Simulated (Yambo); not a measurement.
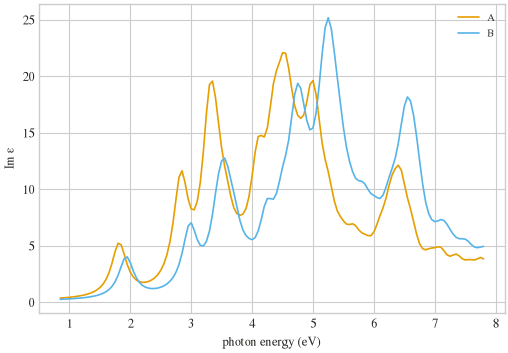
*Two computed absorption spectra of InP (zinc blende, space group F-43m, No. 216) under isotropic strain of -3 % on all lattice vectors (Yambo, PBE bands with the same scissor, field along x)*

Which curve includes the electron-hole attraction (BSE)?

Curve A: the attraction moves weight to lower energy (centre of the plotted range 4.6 eV against 5.2 eV). Settings: 8×8×8 mesh, 3 valence and 4 conduction bands, static screening with 30 bands and a 4 Ry block, scissor 0.79 eV, Tamm-Dancoff. The scissor comes from a G0W0 run whose convergence isn't established. Broadening 0.15 eV. The band window holds all transitions up to 9.0 eV. On this mesh the peak heights and the fine structure are mesh artefacts; only the shift of weight is robust.

Spin-orbit coupling is not included.

Geometry strained from the cell relaxed with PBEsol, atoms relaxed again; primitive cell a = 4.034 Å, b = 4.034 Å, c = 4.034 Å, α = 60.00°, β = 60.00°, γ = 60.00°.

The potentials are those of PseudoDojo's stringent table.
